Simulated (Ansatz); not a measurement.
Si₂NH₃: phonon calculation

- system: Si₂NH₃
- method: UKS B3LYP-D4/def2-SVP (Ansatz 0.2.0)

It belongs to a series of runs on one base structure; here: vibrations at the highest image of the band. Figures and captions count atoms from 1; the log counts them from 0 in places.

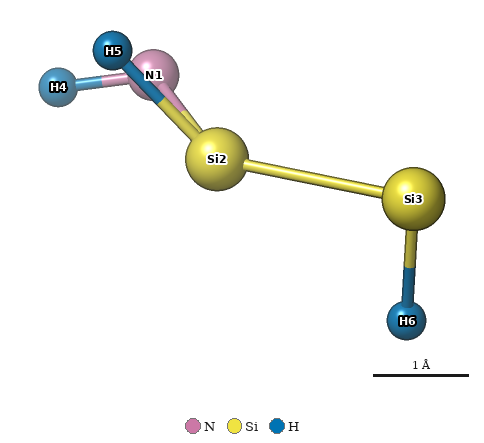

Fig. 1: The structure as given in the input (ball-and-stick view, seen at a tilt; atoms are numbered from 1 in the order of the input).

**Input**
```yaml
crystal:
  periodic: [false, false, false]
  atoms:
    - { symbol: "N", position_ang: [-1.336817, -0.309466, -0.581383] }
    - { symbol: Si, position_ang: [0.159601, 0.291168, 0.003402] }
    - { symbol: Si, position_ang: [2.218238, -0.538667, 0.522335] }
    - { symbol: H, position_ang: [-2.131924, 0.340228, -0.585187] }
    - { symbol: H, position_ang: [-0.570265, 0.814031, -1.314891] }
    - { symbol: H, position_ang: [1.661168, -0.597293, 1.955724] }
magnetization:
  spin_polarized: true
basis:
  gaussian: { orbitals: def2-SVP }
hamiltonian:
  xc: b3lyp
  dispersion: d4
phonons: {}
```

Launched with:
```bash
ansatz run input.yaml --threads 2 --pin off --max-ram 3072MiB --backend cpu --events-out ev --progress --plain --runs-dir out
```

**Log**
```
Engine: ansatz 0.2.0, aarch64-unknown-linux-gnu
Functional definition: B3LYP
  parameter a0 = 0.2
  parameter ax = 0.72
  parameter ac = 0.81
  exchange = (1 - a0 - ax)*slater_x + ax*b88_x + a0*exact_x
  correlation = (1 - ac)*vwn_rpa_c + ac*lyp_c
672 factors; integrals over basis functions are off by at most 2.3e-4 eV
mean field evaluation 1: about -17270.0796 eV, gradient 5.0e1 eV
mean field evaluation 2: about -17145.6183 eV, gradient 1.2e2 eV
mean field evaluation 4: about -17274.2839 eV, gradient 3.2e1 eV
mean field evaluation 8: about -17283.8329 eV, gradient 7.8e-1 eV
mean field evaluation 16: about -17283.8416 eV, gradient 1.3e-4 eV
mean field evaluation 32: about -17224.7784 eV, gradient 8.7e1 eV
mean field -17283.97431436 eV, -635.1743405541 hartree, gradient 4.1e-5 eV, S^2 0.645860; 5 other end points of the search recorded, 0 dependent functions left out
the calculation of the forces begins
reference -17283.97454709 eV, -635.1743491068 hartree; 19, 19 occupied and 46, 46 virtual orbitals, 672 factors
these checks for a lower state are left out or cut short: stability, starts, cluster_reference, orbital_swaps, neighbouring_geometries, increment
672 factors; integrals over basis functions are off by at most 2.3e-4 eV
mean field evaluation 64: about -17283.9740 eV, gradient 1.1e-1 eV
mean field -17283.97411215 eV, -635.1743331231 hartree, gradient 1.5e-6 eV, S^2 0.645115; 0 other end points of the search recorded, 0 dependent functions left out
[... from here on the field's lines of each further geometry are left out, up to the last ...]
the calculation of the forces begins
reference -17283.97451564 eV, -635.1743479510 hartree; 19, 19 occupied and 46, 46 virtual orbitals, 672 factors
these checks for a lower state are left out or cut short: stability, starts, cluster_reference, orbital_swaps, neighbouring_geometries, increment
672 factors; integrals over basis functions are off by at most 2.3e-4 eV
mean field -17283.97426569 eV, -635.1743387656 hartree, gradient 2.2e-6 eV, S^2 0.645788; 0 other end points of the search recorded, 0 dependent functions left out
the calculation of the forces begins
reference -17283.97449837 eV, -635.1743473165 hartree; 19, 19 occupied and 46, 46 virtual orbitals, 672 factors
WARN: phonons: modes at or below zero, which the zero-point energy, F, S and C_V leave out: 1, the lowest at -1608.27 cm⁻¹. A minimum has none, and a first-order saddle one
Total energy: -17284.19476093 eV, -635.1824418164 hartree
Atom 0 at    -1.336817    -0.309466    -0.581383 Å, force     0.001091     0.006981    -0.000382 eV/Å
Atom 1 at     0.159601     0.291168     0.003402 Å, force     0.001392    -0.004016    -0.000038 eV/Å
Atom 2 at     2.218238    -0.538667     0.522335 Å, force    -0.001304     0.000796    -0.000789 eV/Å
Atom 3 at    -2.131924     0.340228    -0.585187 Å, force     0.000874    -0.002414    -0.001552 eV/Å
Atom 4 at    -0.570265     0.814031    -1.314891 Å, force    -0.002660    -0.001721     0.001697 eV/Å
Atom 5 at     1.661168    -0.597293     1.955724 Å, force     0.000607     0.000374     0.001063 eV/Å
Dipole moment:    -0.333015     0.235469     0.000378 e Å
Vibrations: -1608.27 91.36 122.32 310.43 380.97 562.65 624.46 860.56 1000.97 1828.34 1987.71 3481.43 cm⁻¹, zero-point energy 0.697486 eV
```

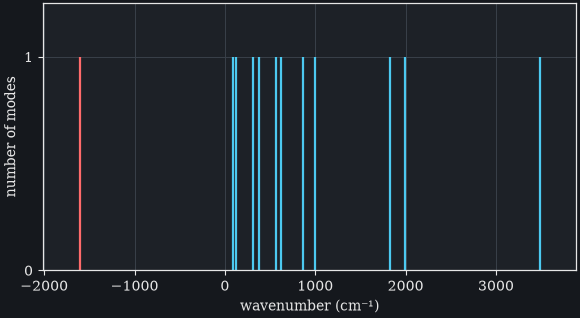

Fig. 2: Harmonic vibrational wavenumbers from the force constants; neighbouring modes closer than 23 cm⁻¹ are counted in one stick, and imaginary ones are drawn at negative wavenumbers. 12 modes from 1608i to 3481 cm⁻¹, 1 imaginary beyond 8i (1608i cm⁻¹): a first-order saddle point, if the geometry is stationary.

**Results in brief**

```tsv
quantity	value
outcome	converged
total energy	−17284.1948 eV
mean-field energy	−17283.9745 eV
⟨S²⟩	0.646
largest force (length of the vector)	0.007 eV/Å
hardware	2 threads of Arm Neoverse V1, 24 GiB of memory available, shared host
wall time	36 s (CPU time 70 s)
peak memory	0.16 GiB
```

**Remarks**

⟨S²⟩ is 0.65 against 0.00 for a pure state: the solution is spin-contaminated.
